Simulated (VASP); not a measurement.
Band structure of ZrO2 (relaxed from the CdI2 structure, space group P-3m1). Calculation: r2SCAN meta-GGA, VASP's PBE PAW potentials (set 64) (plane waves; VASP).

The path is coarsely sampled, so an indirect gap can come out somewhat too large.

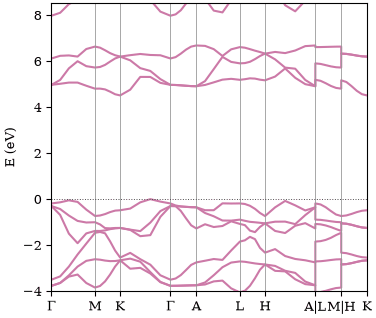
Figure: Bands along high-symmetry lines, zero at the valence-band maximum or, without a gap, the Fermi level

**Question.** Read the plot: is there a gap, and where are the band edges?

**Answer.** The gap is indirect, 4.51 eV, from the valence maximum at K-Γ at 0.60 to the conduction minimum at K.

The structure was generated: ZrO2 was put into the CdI2 type (P-3m1), which need not be its known phase. It was relaxed first, which changed the volume by +17 %.
